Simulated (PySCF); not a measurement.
**C4H14N2Si, SMILES `CN(C)[SiH2]N(C)C`: what the electrons do**

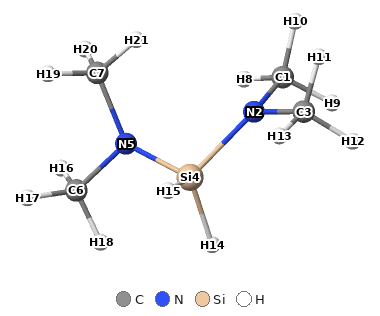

The molecule, with its atoms numbered as below. No frequency check shows the geometry to be a minimum.

Cartesian coordinates (Å):

```
C1      -1.4992    1.1971    0.8821
N2      -1.3711    0.0939   -0.0377
C3      -2.6504   -0.3934   -0.4770
Si4      0.0003   -0.9438    0.0006
N5       1.3709    0.0939    0.0371
C6       2.6503   -0.3941    0.4755
C7       1.4990    1.1987   -0.8808
H8      -0.5130    1.5237    1.1981
H9      -2.0780    0.9166    1.7714
H10     -2.0134    2.0320    0.3944
H11     -3.2166    0.4160   -0.9481
H12     -3.2474   -0.7830    0.3580
H13     -2.5117   -1.1919   -1.2001
H14      0.1563   -1.7914    1.1916
H15     -0.1564   -1.7893   -1.1956
H16      3.2164    0.4146    0.9480
H17      3.2473   -0.7822   -0.3602
H18      2.5116   -1.1938    1.1972
H19      2.0778    0.9198   -1.7706
H20      2.0131    2.0328   -0.3916
H21      0.5127    1.5258   -1.1962
```

## 1. Bonding charge

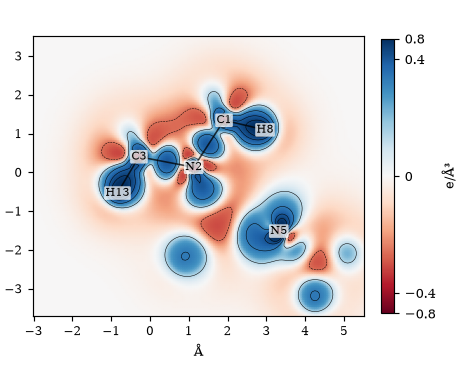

Deformation density (molecule less spherical, spin-averaged free atoms) in the plane of C1, N2, C3, N5, H8 and H13; colour scale in e/Å³, logarithmic beyond ±0.1; blue: gain, red: loss.

PySCF calculation, TPSSh/6-311+G**, gas phase; geometry: GFN2-xTB.

Question: Describe the bonding that the map shows.

Answer: C1–H8: +0.72 e/Å³ at the bond critical point (bond length 1.09 Å). C3–H13: +0.71 e/Å³ at the bond critical point (bond length 1.09 Å). N2–C3: +0.29 e/Å³ at the bond critical point (bond length 1.44 Å). C1–N2: +0.29 e/Å³ at the bond critical point (bond length 1.44 Å). In all, 4.6 electrons gather in the regions of gain relative to the promolecule.

## 2. Bond critical points

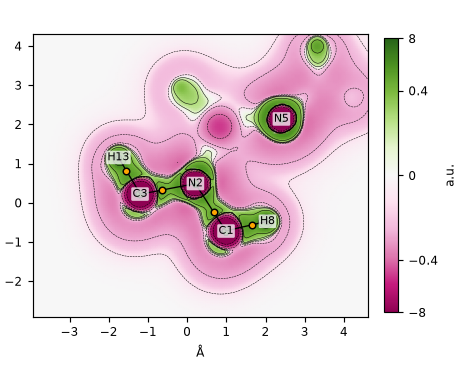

Negative Laplacian of the density (−∇²ρ) in the plane of C1, N2, C3, N5, H8 and H13 (green positive, pink negative, colour scale in a.u., logarithmic beyond ±0.04), with bond paths and bond critical points (dots).

Question: At which bond critical points in this plane is charge locally concentrated, and at which depleted?

Answer: Concentrated (∇²ρ < 0): C1–H8 (−0.98 a.u.); C3–H13 (−0.97 a.u.); N2–C3 (−0.73 a.u.); C1–N2 (−0.72 a.u.). At none is it depleted.

Question: Where along C1–H8 does the critical point lie?

Answer: 0.69 Å from C1 and 0.39 Å from H8.

## 3. Local ionisation energy

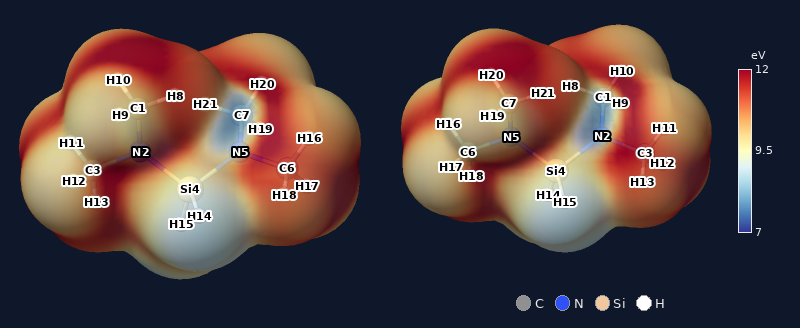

Average local ionisation energy on the surface of electron density 0.001 a.u. (back view left, front view right).

Question: Locate the minima of the map.

Answer: The lowest value is 7.9 eV, 1.8 Å from H21. Further minima include 8.3 eV, 1.7 Å from H8; 8.7 eV, 1.5 Å from H15, and at like points elsewhere; 9.5 eV, 1.4 Å from H12. For comparison, the highest occupied orbital lies at −5.5 eV.

## 4. In an electric field

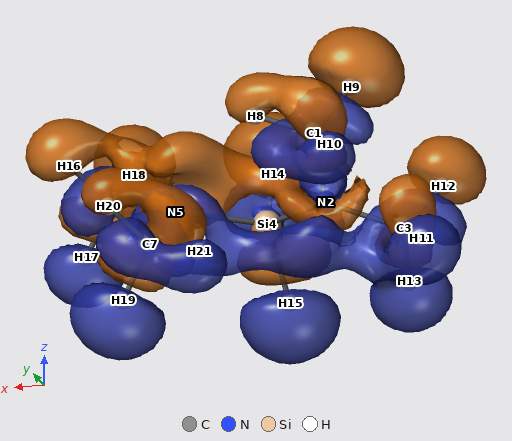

Change of the electron density in a uniform field of 0.10 V/Å, surfaces at ±0.0006 e/Å³ (orange: gain, blue: loss).

Method: B3LYP/6-31+G*; geometry: GFN2-xTB; program: PySCF. The basis has diffuse s and p functions alone, which still leaves polarisabilities too small, most of all across bonds.

The field was applied in both directions; the picture shows the one opposite to the script's first.

Question: Along which Cartesian direction does the field point?

Answer: Along −z: electrons gather on the +z side, against the field.

Question: What dipole is induced, and what polarisability does it imply?

Answer: The induced dipole is 0.41 D (along the field); α along this axis, from the fields in both directions, is 80 bohr³ (11.8 Å³).

## 5. Removing or adding an electron

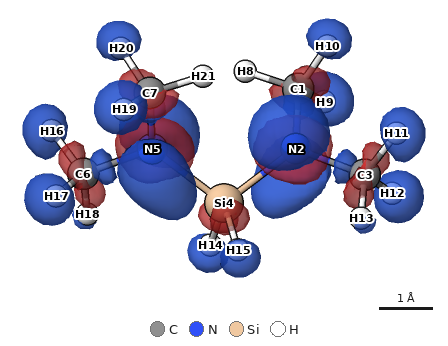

Fukui function f⁻ = ρ(N) − ρ(N−1) at fixed geometry, surfaces at ±0.02 e/Å³ (blue positive, red negative).

Level of theory: PBE/6-31+G* (PySCF), at a geometry from GFN2-xTB.

Question: On which atoms does the density change most on removal of an electron?

Answer: f⁻ (Hirshfeld-condensed) is largest on N2 and N5 (0.11 each) and Si4 (0.08); the vertical ionisation energy is 7.53 eV (the stability of the cation's solution wasn't checked). Condensed values hint at sites of electrophilic attack but needn't mark the atom that reacts. Shares this close don't rank the sites. Orbital relaxation makes it negative in places (0.23 e in all).

```tsv
atom	f⁻	charge
C1	+0.04	−0.05
N2	+0.11	−0.19
C3	+0.04	−0.05
Si4	+0.08	+0.34
N5	+0.11	−0.19
C6	+0.04	−0.05
C7	+0.04	−0.05
H8	+0.02	+0.04
H9	+0.05	+0.03
H10	+0.04	+0.03
H11	+0.04	+0.03
H12	+0.05	+0.03
H13	+0.03	+0.04
H14	+0.04	−0.09
H15	+0.04	−0.09
H16	+0.04	+0.03
H17	+0.05	+0.03
H18	+0.03	+0.04
H19	+0.05	+0.03
H20	+0.04	+0.03
H21	+0.02	+0.04
```

## 6. Localised orbitals

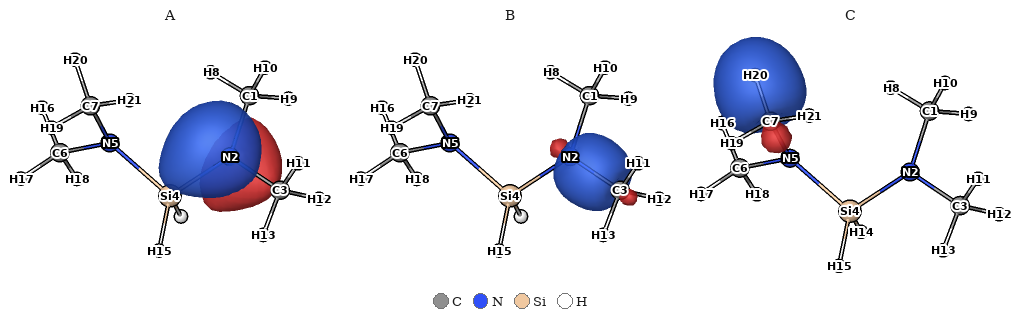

Pipek–Mezey orbitals, occupied; each surface holds about 80 % of the orbital's density. Energies are diagonal elements of the Fock matrix.

Level of theory: BLYP/def2-SVP (PySCF), at a geometry from GFN2-xTB.

Question: What does each orbital represent in a Lewis picture?

Answer: By panel:
- A: lone pair on N2, partly donated to Si4 (N2 87 %, Si4 5 %; −6.1 eV)
- B: σ bond N2–C3 (N2 56 %, C3 43 %; −14.9 eV)
- C: σ bond C7–H20 (C7 55 %, H20 45 %; −11.4 eV)

Question: Which has the smallest and which the largest spatial spread?

Answer: Smallest: B (0.79 Å); largest: A (1.08 Å).

The PySCF runs shown took 4.4 min, 2.3 min, 9.3 min and 77 s on 1 thread of Arm Neoverse N1 (shared host).
